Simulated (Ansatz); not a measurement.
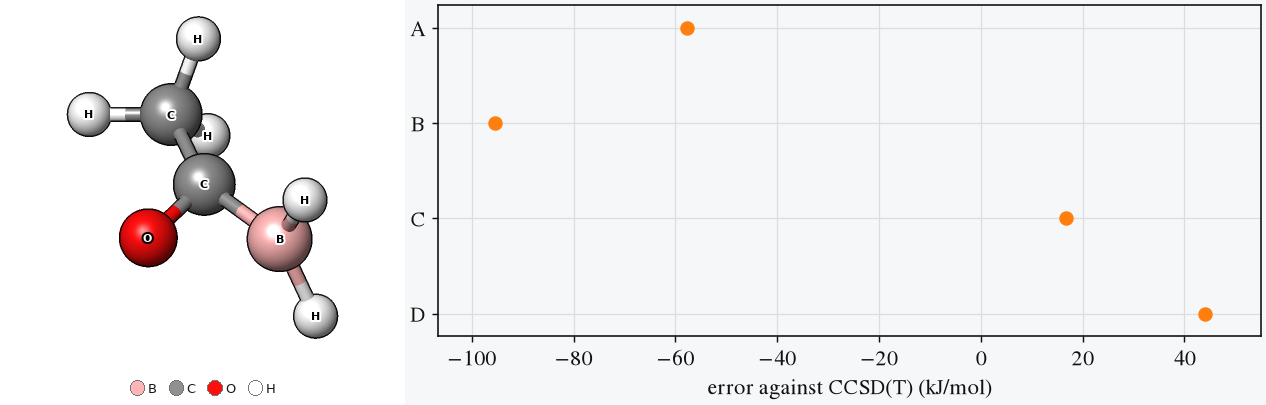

Error in the electronic atomisation energy (method less reference, so positive means overbinding) of C₂H₅BO, SMILES BC(C)=O: functionals in def2-TZVPP against frozen-core CCSD(T) at the limit (MP2 extrapolated from triple and quadruple zeta, plus CCSD(T) less MP2 in a smaller set), which gives 3533.5 kJ/mol, at a PBE0-D4/def2-TZVP geometry (a minimum by its frequencies), no zero-point or spin-orbit term, the Ansatz code 0.2.0. The reference leaves out core correlation, a term that grows with the number of heavy atoms. Limit means the basis limit.

The letters stand for BHLYP-D4, CCSD limit, r2SCAN-D4 and r2SCANh-D4. Which is which?

Answer. A: CCSD limit (−57.7 kJ/mol); B: BHLYP-D4 (−95.5 kJ/mol); C: r2SCANh-D4 (16.6 kJ/mol); D: r2SCAN-D4 (44.0 kJ/mol).
